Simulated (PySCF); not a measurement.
# singlet [N2H3]+: levels of theory compared

Aim: a comparison of 6 runs (B3LYP/6-31G*, B3LYP/def2-TZVP, BHLYP/def2-TZVP, M06-L/def2-TZVP, r2SCAN/def2-TZVP, SCS-MP2/def2-TZVP) of singlet [N2H3]+. The job is set up through a Python script.

The calculation is run with PySCF 2.14.0.

5 further runs of the same task are left out: 5 set aside as unsound or not needed.

### Step 1. The structure to begin with

The species is [N2H3]+ (5 atoms), meant as a singlet with charge +1. As SMILES of the parent species, `[NH]N`. The shape is that of a GFN2-xTB optimisation. This is one conformer, not always the lowest. That shape belongs to the parent species and isn't relaxed for this state.

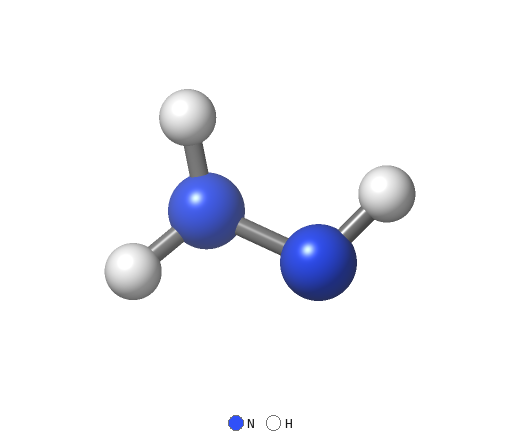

The structure, seen from a chosen angle (nitrogen blue, hydrogen white).

### Step 2. The energy at B3LYP/6-31G(d) (spherical functions) (run 1)

run.py reads:

```python
from pyscf import gto, dft

mol = gto.M(
    atom='''
N   -0.174970  -0.805480   0.447260
N   -0.126270   0.251970  -0.365880
H    0.751750  -0.989150   0.831090
H   -1.043070   0.577800  -0.638700
H    0.592550   0.964850  -0.273770
''',
    max_memory=1860,
    charge=1,
    spin=0,
    basis='6-31g*',
    verbose=4,
)

mf = dft.RKS(mol)
mf.xc = 'b3lyp'
mf.grids.level = 5
mf.conv_tol = 1e-10
mf.kernel()
if not mf.converged:
    mf = mf.newton().run(mf.mo_coeff, mf.mo_occ)

e_tot = mf.e_tot
print('E = %.10f Eh' % e_tot)
```

Started as:

```sh
$ OMP_NUM_THREADS=1 python run.py
```

The program printed:

```text
PySCF version 2.14.0

[INPUT] num. atoms = 5
[INPUT] num. electrons = 16
[INPUT] charge = 1
[INPUT] spin (= nelec alpha-beta = 2S) = 0
[INPUT] symmetry False subgroup None
[INPUT] Mole.unit = angstrom
[INPUT] Symbol           X                Y                Z      unit          X                Y                Z       unit  Magmom
[INPUT]  1 N     -0.174970000000  -0.805480000000   0.447260000000 AA   -0.330645380015  -1.522136598815   0.845198906473 Bohr   0.0
[INPUT]  2 N     -0.126270000000   0.251970000000  -0.365880000000 AA   -0.238615717749   0.476154291607  -0.691412994456 Bohr   0.0
[INPUT]  3 H      0.751750000000  -0.989150000000   0.831090000000 AA    1.420601614142  -1.869222596114   1.570532484865 Bohr   0.0
[INPUT]  4 H     -1.043070000000   0.577800000000  -0.638700000000 AA   -1.971116628750   1.091883754774  -1.206968075760 Bohr   0.0
[INPUT]  5 H      0.592550000000   0.964850000000  -0.273770000000 AA    1.119757215111   1.823302251287  -0.517350321122 Bohr   0.0

nuclear repulsion = 36.7009277596312
number of shells = 18
number of NR pGTOs = 66
number of NR cGTOs = 34
basis = 6-31g*
ecp = {}

******** <class 'pyscf.dft.rks.RKS'> ********
method = RKS
initial guess = minao
damping factor = 0
level_shift factor = 0
DIIS = <class 'pyscf.scf.diis.CDIIS'>
diis_start_cycle = 1
diis_space = 8
diis_damp = 0
SCF conv_tol = 1e-10
SCF conv_tol_grad = None
SCF max_cycles = 50
direct_scf = True
direct_scf_tol = 1e-13
XC library pyscf.dft.libxc version 7.0.0
    S. Lehtola, C. Steigemann, M. J.T. Oliveira, and M. A.L. Marques.,  SoftwareX 7, 1–5 (2018)
XC functionals = b3lyp
    P. J. Stephens, F. J. Devlin, C. F. Chabalowski, and M. J. Frisch.,  J. Phys. Chem. 98, 11623 (1994)
radial grids:
    Treutler-Ahlrichs [JCP 102, 346 (1995); DOI:10.1063/1.469408] (M4) radial grids

becke partition: Becke, JCP 88, 2547 (1988); DOI:10.1063/1.454033
pruning grids: <function nwchem_prune>
grids dens level: 5
symmetrized grids: False
atomic radii adjust function: <function treutler_atomic_radii_adjust>
small_rho_cutoff = 0
Set gradient conv threshold to 1e-05
Initial guess from minao.
tot grids = 154848
init E= -111.317886425517
  HOMO = -0.318892646502887  LUMO = -0.157197034137921  gap/eV = 4.39996
cycle= 1 E= -110.894994689698  delta_E= 0.423  |g|= 0.321  |ddm|= 1.95
  HOMO = -0.65066440414854  LUMO = -0.474611864670095  gap/eV = 4.79063
cycle= 2 E= -110.882725189451  delta_E= 0.0123  |g|= 0.427  |ddm|= 0.542
  HOMO = -0.646439502765724  LUMO = -0.440063288497088  gap/eV = 5.61578
cycle= 3 E= -110.913711562669  delta_E= -0.031  |g|= 0.194  |ddm|= 0.341
  HOMO = -0.621053987242329  LUMO = -0.421228851717645  gap/eV = 5.43752
cycle= 4 E= -110.921363880225  delta_E= -0.00765  |g|= 0.0458  |ddm|= 0.148
  HOMO = -0.628099522263982  LUMO = -0.425000178353726  gap/eV = 5.52661
cycle= 5 E= -110.921859414512  delta_E= -0.000496  |g|= 0.00282  |ddm|= 0.0353
  HOMO = -0.627398142417053  LUMO = -0.424336297192905  gap/eV = 5.52559
cycle= 6 E= -110.921861230167  delta_E= -1.82e-06  |g|= 0.000364  |ddm|= 0.00243
  HOMO = -0.627380345203024  LUMO = -0.424316985897664  gap/eV = 5.52564
cycle= 7 E= -110.921861261569  delta_E= -3.14e-08  |g|= 0.000145  |ddm|= 0.000382
  HOMO = -0.627393650688534  LUMO = -0.424321659098902  gap/eV = 5.52587
cycle= 8 E= -110.921861266214  delta_E= -4.64e-09  |g|= 3.24e-05  |ddm|= 0.000114
  HOMO = -0.627396971363045  LUMO = -0.424323094771509  gap/eV = 5.52592
cycle= 9 E= -110.921861266439  delta_E= -2.25e-10  |g|= 4.35e-06  |ddm|= 2.39e-05
  HOMO = -0.627397246876744  LUMO = -0.424323181969885  gap/eV = 5.52593
cycle= 10 E= -110.921861266443  delta_E= -4.6e-12  |g|= 6.22e-07  |ddm|= 3.57e-06
  HOMO = -0.62739740489104  LUMO = -0.424323279086569  gap/eV = 5.52593
Extra cycle  E= -110.921861266443  delta_E= 3.98e-13  |g|= 1.33e-06  |ddm|= 1.34e-06
converged SCF energy = -110.921861266443
E = -110.9218612664 Eh
```

It took 3.3 s on 1 thread of Arm Neoverse V2, shared host; peak memory 0.23 GiB.

### Step 3. A single-point energy at B3LYP/def2-TZVP (run 2)

calc.py reads:

```python
from pyscf import gto, dft

molecule = gto.Mole()
molecule.atom = [
    ('N', (-0.174970, -0.805480, 0.447260)),
    ('N', (-0.126270, 0.251970, -0.365880)),
    ('H', (0.751750, -0.989150, 0.831090)),
    ('H', (-1.043070, 0.577800, -0.638700)),
    ('H', (0.592550, 0.964850, -0.273770)),
]
molecule.charge = 1
molecule.spin = 0
molecule.verbose = 4
molecule.basis = 'def2-tzvp'
molecule.max_memory = 1860
molecule.build()

calc0 = dft.RKS(molecule)
calc0.xc = 'b3lyp'
calc0.grids.level = 5
calc0.conv_tol = 1e-10
calc0.kernel()
if not calc0.converged:
    calc0 = calc0.newton().run(calc0.mo_coeff, calc0.mo_occ)

e_tot = calc0.e_tot
print('E = %.10f Eh' % e_tot)
```

Started as:

```sh
$ OMP_NUM_THREADS=1 python calc.py
```

The program printed:

```text
PySCF version 2.14.0

[INPUT] num. atoms = 5
[INPUT] num. electrons = 16
[INPUT] charge = 1
[INPUT] spin (= nelec alpha-beta = 2S) = 0
[INPUT] symmetry False subgroup None
[INPUT] Mole.unit = angstrom
[INPUT] Symbol           X                Y                Z      unit          X                Y                Z       unit  Magmom
[INPUT]  1 N     -0.174970000000  -0.805480000000   0.447260000000 AA   -0.330645380015  -1.522136598815   0.845198906473 Bohr   0.0
[INPUT]  2 N     -0.126270000000   0.251970000000  -0.365880000000 AA   -0.238615717749   0.476154291607  -0.691412994456 Bohr   0.0
[INPUT]  3 H      0.751750000000  -0.989150000000   0.831090000000 AA    1.420601614142  -1.869222596114   1.570532484865 Bohr   0.0
[INPUT]  4 H     -1.043070000000   0.577800000000  -0.638700000000 AA   -1.971116628750   1.091883754774  -1.206968075760 Bohr   0.0
[INPUT]  5 H      0.592550000000   0.964850000000  -0.273770000000 AA    1.119757215111   1.823302251287  -0.517350321122 Bohr   0.0

nuclear repulsion = 36.7009277596312
number of shells = 34
number of NR pGTOs = 116
number of NR cGTOs = 80
basis = def2-tzvp
ecp = {}

******** <class 'pyscf.dft.rks.RKS'> ********
method = RKS
initial guess = minao
damping factor = 0
level_shift factor = 0
DIIS = <class 'pyscf.scf.diis.CDIIS'>
diis_start_cycle = 1
diis_space = 8
diis_damp = 0
SCF conv_tol = 1e-10
SCF conv_tol_grad = None
SCF max_cycles = 50
direct_scf = True
direct_scf_tol = 1e-13
XC library pyscf.dft.libxc version 7.0.0
    S. Lehtola, C. Steigemann, M. J.T. Oliveira, and M. A.L. Marques.,  SoftwareX 7, 1–5 (2018)
XC functionals = b3lyp
    P. J. Stephens, F. J. Devlin, C. F. Chabalowski, and M. J. Frisch.,  J. Phys. Chem. 98, 11623 (1994)
radial grids:
    Treutler-Ahlrichs [JCP 102, 346 (1995); DOI:10.1063/1.469408] (M4) radial grids

becke partition: Becke, JCP 88, 2547 (1988); DOI:10.1063/1.454033
pruning grids: <function nwchem_prune>
grids dens level: 5
symmetrized grids: False
atomic radii adjust function: <function treutler_atomic_radii_adjust>
small_rho_cutoff = 0
Set gradient conv threshold to 1e-05
[... 1 set-up line as earlier in the session ...]
tot grids = 154848
init E= -111.361842245967
  HOMO = -0.320666046687787  LUMO = -0.16200440632409  gap/eV = 4.31740
cycle= 1 E= -110.943739708213  delta_E= 0.418  |g|= 0.335  |ddm|= 1.48
  HOMO = -0.662091004414751  LUMO = -0.486079459411446  gap/eV = 4.78952
cycle= 2 E= -110.935111919969  delta_E= 0.00863  |g|= 0.438  |ddm|= 0.427
  HOMO = -0.650022012215434  LUMO = -0.444719205494408  gap/eV = 5.58657
cycle= 3 E= -110.965176434954  delta_E= -0.0301  |g|= 0.201  |ddm|= 0.244
  HOMO = -0.624455148240425  LUMO = -0.426101752588565  gap/eV = 5.39747
cycle= 4 E= -110.972512950089  delta_E= -0.00734  |g|= 0.0571  |ddm|= 0.115
  HOMO = -0.6311164231515  LUMO = -0.42868109987155  gap/eV = 5.50855
cycle= 5 E= -110.973235861588  delta_E= -0.000723  |g|= 0.00456  |ddm|= 0.0333
  HOMO = -0.630017183785039  LUMO = -0.427724198142027  gap/eV = 5.50467
cycle= 6 E= -110.97324063489  delta_E= -4.77e-06  |g|= 0.000657  |ddm|= 0.00311
  HOMO = -0.630026913610493  LUMO = -0.427734930641712  gap/eV = 5.50465
cycle= 7 E= -110.97324073477  delta_E= -9.99e-08  |g|= 0.00025  |ddm|= 0.000504
  HOMO = -0.630056235915848  LUMO = -0.427750632532028  gap/eV = 5.50502
cycle= 8 E= -110.973240748298  delta_E= -1.35e-08  |g|= 5.31e-05  |ddm|= 0.00015
  HOMO = -0.630060868115589  LUMO = -0.427752425271628  gap/eV = 5.50509
cycle= 9 E= -110.973240748867  delta_E= -5.69e-10  |g|= 8.94e-06  |ddm|= 2.87e-05
  HOMO = -0.630061129211548  LUMO = -0.427752236490221  gap/eV = 5.50511
cycle= 10 E= -110.973240748883  delta_E= -1.57e-11  |g|= 1.26e-06  |ddm|= 5.53e-06
  HOMO = -0.630061361472066  LUMO = -0.427752340131072  gap/eV = 5.50511
Extra cycle  E= -110.973240748882  delta_E= 4.26e-13  |g|= 2.69e-06  |ddm|= 2e-06
converged SCF energy = -110.973240748882
E = -110.9732407489 Eh
```

Wall time 6.9 s (1 thread of Arm Neoverse V2, shared host); peak memory 0.38 GiB.

Runs 3 to 5 aren't shown in full; the table further down has their settings and results.

### Step 4. The energy at SCS-MP2/def2-TZVP (run 6)

job.py reads:

```python
from pyscf import gto, scf, mp

molecule = gto.Mole()
molecule.atom = '''
N     -0.330645    -1.522137     0.845199
N     -0.238616     0.476154    -0.691413
H      1.420602    -1.869223     1.570532
H     -1.971117     1.091884    -1.206968
H      1.119757     1.823302    -0.517350
'''
molecule.max_memory = 1860
molecule.basis = 'def2-tzvp'
molecule.unit = 'bohr'
molecule.charge = 1
molecule.spin = 0
molecule.verbose = 3
molecule.build()

hf = scf.RHF(molecule)
hf.conv_tol = 1e-10
hf.kernel()
if not hf.converged:
    hf = hf.newton().run(hf.mo_coeff, hf.mo_occ)

pt = mp.MP2(hf, frozen=2).run()
e_final = hf.e_tot + 1.2 * pt.e_corr_os + pt.e_corr_ss / 3
print(f'total energy: {e_final:.8f} hartree')
```

Started as:

```sh
$ OMP_NUM_THREADS=1 python job.py
```

The program printed:

```text
converged SCF energy = -110.325652120905
E(RMP2) = -110.723687173995  E_corr = -0.398035053090018
E(SCS-RMP2) = -110.722592709051  E_corr = -0.39694058814597
total energy: -110.72259271 hartree
```

It took 1.2 s on 1 thread of Arm Neoverse V2, shared host; peak memory 0.17 GiB.

### Step 5. All runs side by side

| run | level | integration grid | frozen core orbitals | energy (Eh) | HOMO energy (eV) | LUMO energy (eV) | HOMO–LUMO gap (eV) | wall time |
| --- | --- | --- | --- | --- | --- | --- | --- | --- |
| 1 | B3LYP/6-31G* (spherical functions) | 5 | – | -110.921861 | -17.07 | -11.55 | 5.53 | 3.3 s |
| 2 | B3LYP/def2-TZVP | 5 | – | -110.973241 | -17.14 | -11.64 | 5.51 | 6.9 s |
| 3 | BHLYP/def2-TZVP | 5 | – | -110.899281 | -19.21 | -9.90 | 9.31 | 7.5 s |
| 4 | M06-L/def2-TZVP | 5 | – | -110.955646 | -15.89 | -12.30 | 3.59 | 15 s |
| 5 | r2SCAN/def2-TZVP | 5 | – | -110.907572 | -16.00 | -12.46 | 3.54 | 14 s |
| 6 | SCS-MP2/def2-TZVP | – | 2 | -110.722593 | -22.02 | -6.41 | 15.61 | 1.2 s |

### Step 6. Results

| quantity | value |
| --- | --- |
| run 6: total energy | -110.72259 Eh |
| run 6: HOMO energy (Hartree–Fock orbitals) | -22.02 eV |
| run 6: LUMO energy (Hartree–Fock orbitals) | -6.41 eV |
| run 6: HOMO–LUMO gap (Hartree–Fock orbitals) | 15.61 eV |
| run 6: correlation energy (2 core orbitals frozen) | -396.9 mEh |

Over runs 1, 2, 3, 4, 5 the HOMO–LUMO gap runs from 3.54 eV (r2SCAN/def2-TZVP) to 9.31 eV (BHLYP/def2-TZVP). Totals of different functionals can't be ranked against each other. All runs together took 48 s, the longest 15 s.
